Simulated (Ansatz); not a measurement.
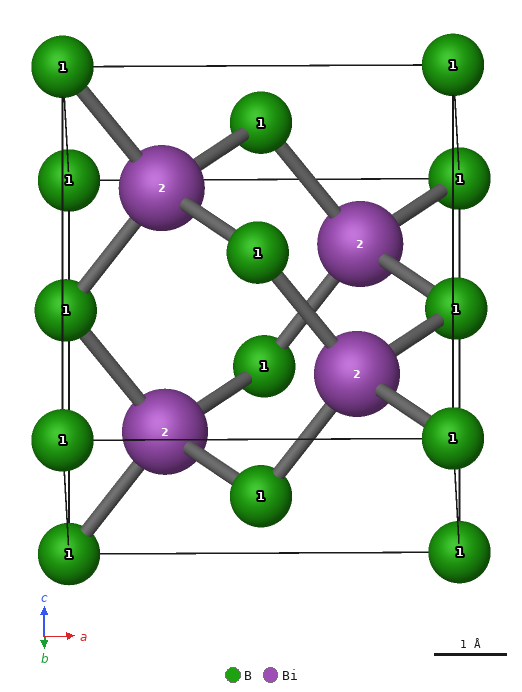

This is a crystal of BiB (built on the zincblende type) at its r2SCAN-relaxed geometry. The picture is a ball-and-stick view of the conventional cell (4 times the calculation's cell), seen from a free direction. Lengths and directions refer to the drawn axes.

Computed with DFT, PBE, plane waves, PAW (Ansatz). Set-up: plane-wave cutoff 420 eV; k-point mesh 8 × 8 × 8; occupations fermi dirac; smearing width 0.02 eV; no spin polarisation.

Now this is done to it. The cell is strained by −1.5 % along a and none across it (volume −1.5 %). The atoms were relaxed with r2SCAN under that strain, and this is a single point on that geometry.

What does the calculation give for the changed structure?

Answer. It costs 4.6 meV per atom. The pressure goes from 1.3 to 2.5 GPa. The principal stresses (compression positive) are 3.5 GPa along a and 2.1 GPa across it. All forces vanish by symmetry. Among the bonded contacts that change: B–Bi 2.377 → 2.365 Å. The space group (tolerance 0.01 Å) goes from F-43m (No. 216) to I-4m2 (No. 119).

Drawn alike, the variant:

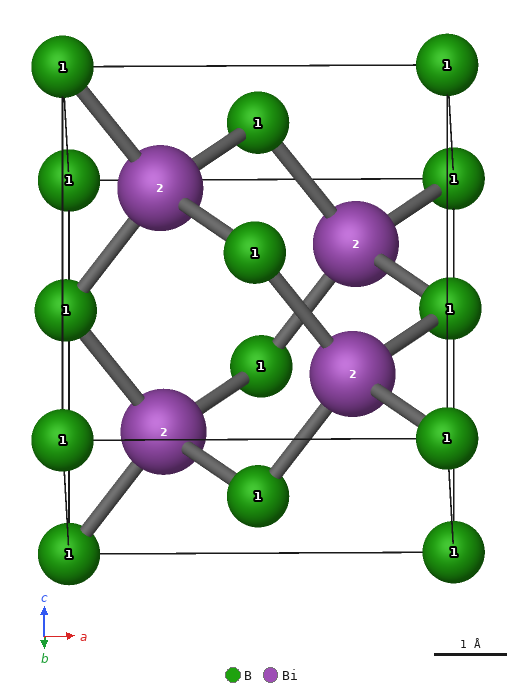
